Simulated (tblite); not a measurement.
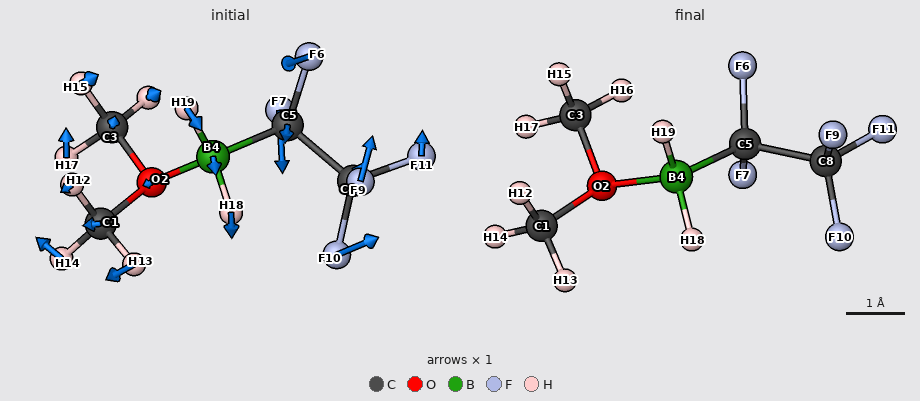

The structure of C$_{4}$H$_{8}$BF$_{5}$O before (left) and after (right) a relaxation, at one scale. The blue arrows give the displacements, at their true length.

A ball-and-stick model, seen from a free direction.

The calculation used tblite, GFN2-xTB geometry optimisation, gas phase. 

> What changed between the two?

The energy falls by 1.097 eV in 150 geometry steps. The atom that moves furthest after the best rigid fit is F7 (1.13 Å). Largest moves by element: F 1.13 Å, H 0.70 Å, C 0.42 Å, B 0.37 Å, O 0.19 Å. Some distances before and after: O2–B4 1.447 → 1.603 Å, O2–C3 1.349 → 1.424 Å, B4–C5 1.572 → 1.643 Å, C8–F10 1.392 → 1.338 Å. Bond angles that change, for instance: O2–B4–C5 116.3° → 105.6°, H18–B4–H19 107.9° → 115.8°, O2–C3–H15 117.8° → 111.1°. Groups turn about B4–C5 by about 50°.
